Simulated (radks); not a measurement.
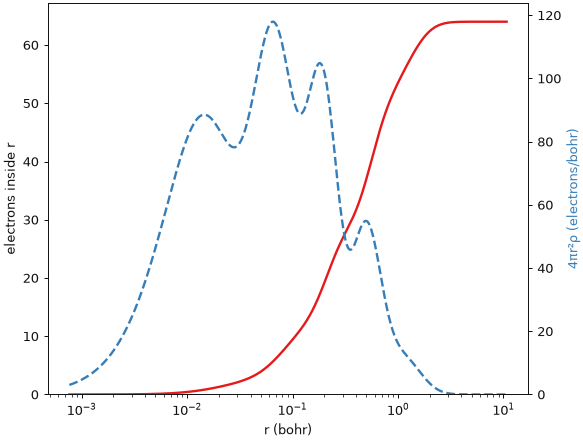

The Dy²⁺ ion; electrons: [Xe] 4f10 (high spin). The calculation used the in-house radial solver radks at this level: scalar-relativistic Kohn-Sham, BLYP, spin-polarised, spherical densities, point nucleus.

The plot shows the number of electrons inside radius r (solid) and the radial density 4πr²ρ (dashed).

Describe it and give its main numbers.

The count levels off at 64 electrons. Half of them lie within 0.407 bohr, 90 % within 1.31 bohr and 99 % within 2.42 bohr. The radial density has minima at 0.0279, 0.119 and 0.353 bohr, where the count stands at 1.9, 11.1 and 29.4; these part the shells that the density resolves.
